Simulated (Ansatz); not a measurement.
Swapping Cl for Br on Si: the HOMO–LUMO gap

Gas-phase molecules. On one Si centre, n of the Cl ligands are replaced by Br. The HOMO–LUMO gap y in eV at wB97X-V/def2-TZVPP. Shapes: PBE0-D4/def2-TZVP. Programs: Ansatz 0.2.0.

| molecule | n | y (eV) |
| --- | --- | --- |
| SiCl4 | 0 | 13.73 |
| SiBrCl3 | 1 | ? |
| SiBr2Cl2 | 2 | 12.18 |
| SiBr3Cl | 3 | 11.78 |
| SiBr4 | 4 | 11.54 |

Fit y = c + s·n to the known rows and predict SiBrCl3.


1. Means of the 4 rows: n = 2.25000, y = 12.307.
2. Σ(Δn)² = 8.75, Σ(Δn·Δy) = -4.9075, so the slope is -4.9075/8.75 = -0.56086.
3. Intercept: 12.307 − (-0.56086) × 2.25000 = 13.569. The largest residual of the fit is 0.27.
4. SiBrCl3: 13.569 + (-0.56086) × 1 = 13.01 eV.

The run gave 12.77 eV, so the prediction is off by +0.24 eV, within the largest residual. The step per swap drifts from -0.96 to -0.24 eV. Other levels give for SiBrCl3: SPW92/def2-TZVPP 5.72; B3LYP-D4/def2-TZVPP 7.59; BHLYP-D4/def2-TZVPP 10.37 eV. Orbital gaps aren't excitation energies, and the LUMO depends on the basis. Relativity is left out for Br.

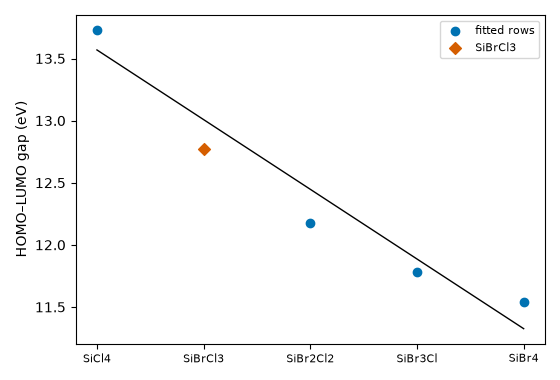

The fitted line, with the withheld member.
